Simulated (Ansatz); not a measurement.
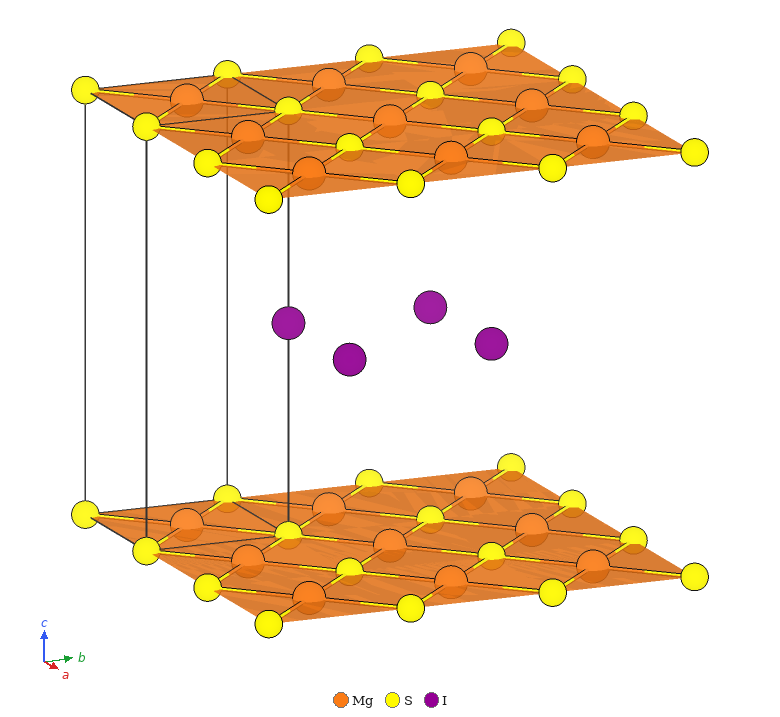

Polyhedra are drawn about Mg (bonds: Mg–S below 2.7 Å); other atoms are plain spheres.

System MgSI (space group P4/mmm, No. 123); source of the atomic positions: the end point of a relaxation with DFT PBE, scalar-relativistic, plane waves, PAW (Ansatz 0.2.0); the starting structure was generated, so it need not be a known form of this composition.

### What figure surrounds each Mg atom, and what does it share with the other drawn polyhedra?

Mg: MgS4 square, sharing corners with four neighbours and edges with four neighbours.

### How do these polyhedra hang together as a whole?

They form layers of corner- and edge-sharing squares parallel to (001).

### How far apart are the centres of linked polyhedra?

Centre to centre across a shared corner: 4.88 Å; across a shared edge: 3.45 Å.
